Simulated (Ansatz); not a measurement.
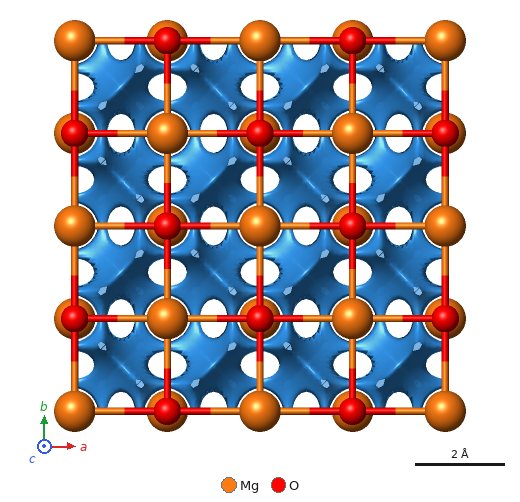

The blue surface encloses the points that the centre of a probe sphere of radius 0.10 Å can occupy in MgO in space group Fm-3m, computed on a grid of about 0.12 Å (2×2×2 cells shown, view along the c axis; pale faces close the region where the box cuts it).

The atoms' radii are covalent radii (Cordero): Mg 1.41 Å, O 0.66 Å.

Origin of the cell: the input geometry of an electronic-structure calculation (not necessarily at equilibrium).

```
Mg O
1.0
     4.20434    0.00000    0.00000
     0.00000    4.20434    0.00000
     0.00000    0.00000    4.20434
Mg O
4 4
Direct
  0.00000 0.00000 0.00000
  0.00000 0.50000 0.50000
  0.50000 0.00000 0.50000
  0.50000 0.50000 0.00000
  0.50000 0.00000 0.00000
  0.50000 0.50000 0.50000
  0.00000 0.00000 0.50000
  0.00000 0.50000 0.00000
```

### Is the space open to the probe made of pockets or channels?

Where they connect, they form a three-dimensional network.

### What share of the cell can the probe's centre reach?

About 14 % of the volume (11 Å³ of 74.3 Å³).

### Give the largest included and the largest free sphere.

The largest sphere that fits anywhere has a diameter of 0.82 Å; the largest that can travel through the crystal, about 0.4 Å.

### How does the connectivity change as the probe shrinks?

Below a radius of about 0.20 Å the space forms a three-dimensional network. These are grid estimates, good to about 0.05 Å.
